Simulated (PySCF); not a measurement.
The calculation's input:

```
{"job": {"kind": "nmr", "xc": "PBE0", "basis": "pcSseg-1"}, "charge": 0, "multiplicity": 1}
C     -3.345201     0.234863     0.315777
C     -2.233610     0.046051    -0.371132
C     -0.857904     0.047946     0.212305
C      0.053165     1.016678    -0.544686
C      1.467970     1.074168     0.022300
C      2.195486    -0.256690    -0.136782
C      1.532077    -1.365810     0.669944
P     -0.226708    -1.721838     0.186279
H     -3.331722     0.414307     1.378318
H     -4.314693     0.213683    -0.152056
H     -2.277213    -0.133986    -1.438518
H     -0.909094     0.337460     1.269881
H     -0.396162     2.013317    -0.497954
H      0.097266     0.724688    -1.597998
H      2.027416     1.855873    -0.497096
H      1.425145     1.341636     1.081079
H      3.231986    -0.146679     0.194350
H      2.212744    -0.533591    -1.194741
H      1.527920    -1.111560     1.735101
H      2.088428    -2.301740     0.562133
H      0.023783    -1.731836    -1.196976
```

Command:

```sh
OMP_NUM_THREADS=1 python probes_run.py task.json out
```

Geometry: GFN2-xTB.

Theory: PBE0/pcSseg-1, SCF density, gas phase, non-relativistic (PySCF 2.14.0).

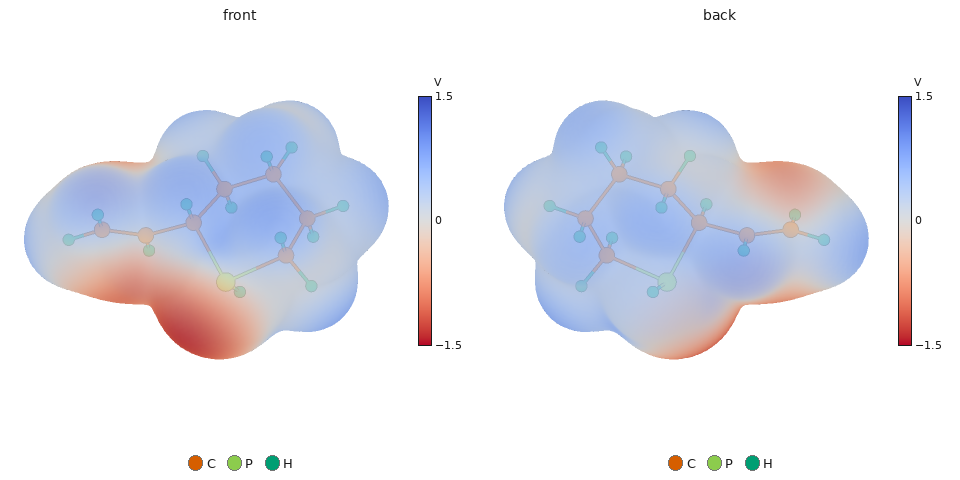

C7H13P. The electrostatic potential painted on the density surface at 0.002 e/bohr³, seen from the front and from behind; the colour scale runs from red (negative) to blue (positive).

### Which sites attract a positive test charge, and which a negative one?

A positive charge is drawn to the negative regions and a negative charge to the positive ones. The most negative region (about −1.4 V) lies over P8, the most positive (about +0.7 V) over the H atoms.
